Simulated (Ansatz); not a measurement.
# Settings and their price: 60-degree dislocation dipole in Si (shuffle set) (120 atoms)

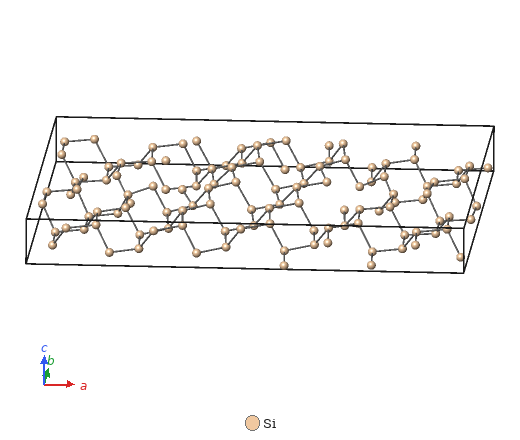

The cell (silicon light orange). Bonds to atoms that aren't drawn are left out. Some periodic images of atoms are drawn too.

The cell holds 120 atoms: 120 Si. Its edges and angles: a = 33.258 Å, b = 18.911 Å, c = 3.840 Å, α = 92.9°, β = 90.0°, γ = 85.0°. It derives from Si (diamond-structure). Diamond-structure Si (a = 5.431 Å), x, y, z along [11-2], [111], [1-10], 5 x 2 x 1 period; two opposite 60-degree dislocations along z, half a cell apart on one glide plane, laid by the isotropic elastic field summed over images, cell tilted by half the Burgers vector; not relaxed, displaced by a Gaussian of 0.02 Å.

Geometry: as built.

Reference run: Kohn-Sham DFT, PBE, PAW (set soft_2), plane waves (Ansatz 0.2.0), cutoff 420 eV, k-mesh 1×1×4, gaussian smearing of 0.025 eV.

| Quantity | Value |
| --- | --- |
| r.m.s. force component | 0.7439 eV/Å |
| pressure | 2.827 GPa |
| spacing of highest filled and lowest empty level | 0.0439 eV |
| SCF cycles | 9 |
| time | 4.4 min on 4 threads of Arm Neoverse V1, shared host |

**Question.** The same geometry is run again with each of these changes. How far do the results move, and how long does each run take?
- support functions medium
- support functions low
- support functions high
- support functions medium, radius 3.94 Å
- support functions medium, radius 4.26 Å
- support functions medium, radius 4.55 Å
- support functions medium, radius 4.87 Å
- support functions medium, radius 5.48 Å
- support functions medium, radius 6.09 Å

Each row is set against the plane-wave reference (Kohn-Sham DFT, PBE, PAW (set soft_2), plane waves; r.m.s. force component 0.744 eV/Å). Energies are set beside the reference only for runs with its functional, potentials and electron count. Times are for 4 threads of Arm Neoverse V1, shared host. The reference's time includes the DOS, ELF, the stress and grids, which some other runs skip.

```csv
run,"Δ force, r.m.s. (meV/Å)",share of r.m.s. force (%),Δ energy (meV/atom),cycles,time,host memory (GiB)
reference,-,-,-,9,4.4 min,5.1
support functions medium,0.197,0.0265,-0.236,12,3.1 min,3.8
support functions low,0.197,0.0265,-0.236,12,3 min,3.8
support functions high,0.09,0.0122,-0.283,15,6.8 min,5.1
"support functions medium, radius 3.94 Å",0.257,0.0345,-0.239,12,2.7 min,3.6
"support functions medium, radius 4.26 Å",0.157,0.0211,-0.234,12,3.4 min,3.9
"support functions medium, radius 4.55 Å",0.117,0.0157,-0.233,12,4 min,4.2
"support functions medium, radius 4.87 Å",0.112,0.0151,-0.233,12,4.7 min,4.6
"support functions medium, radius 5.48 Å",0.095,0.0127,-0.233,13,7.2 min,5.7
"support functions medium, radius 6.09 Å",0.09,0.0121,-0.233,12,8.6 min,7.0
```

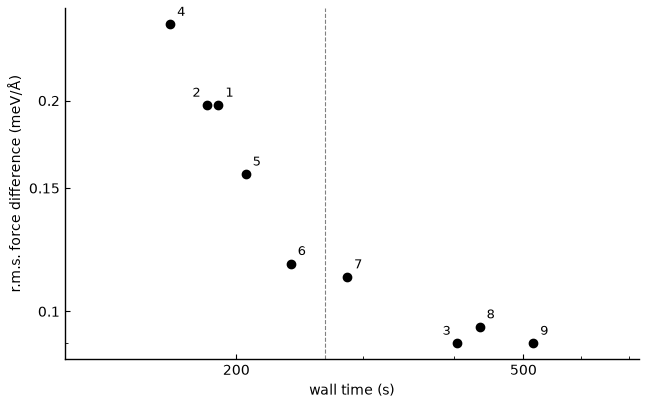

Force difference from the reference against wall time; the dashed line marks the reference's time. Points: 1 support functions medium; 2 support functions low; 3 support functions high; 4 support functions medium, radius 3.94 Å; 5 support functions medium, radius 4.26 Å; 6 support functions medium, radius 4.55 Å; 7 support functions medium, radius 4.87 Å; 8 support functions medium, radius 5.48 Å; 9 support functions medium, radius 6.09 Å.

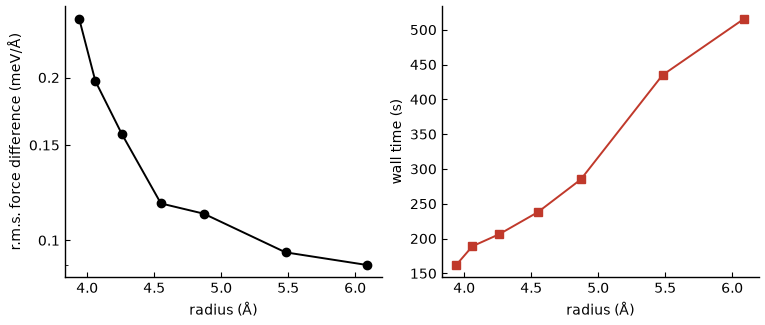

Force difference and time against the radius.

Among numerical settings the force difference runs from 0.09 meV/Å (support functions high) to 0.26 meV/Å (support functions medium, radius 3.94 Å). Differences between support functions and plane waves include what basis error the plane-wave run still has. As the radius goes from 3.94 to 6.09 Å, the force difference goes from 0.26 to 0.09 meV/Å, and the time from 2.7 min to 8.6 min. The cell is under 6 Å thick along one periodic direction, so every atom has periodic images of itself close by, which move with it and show among its neighbours and in g(r).

[Logs are printed without paths, hosts, clocks, repeated set-up lines and the standing remarks that a program may print on its own settings, such as how far it seeks lower states.]

[Hosts, paths, dates, database ids (printed as entryN), source tags and the programs' standing remarks are cut or masked in the printed files.]
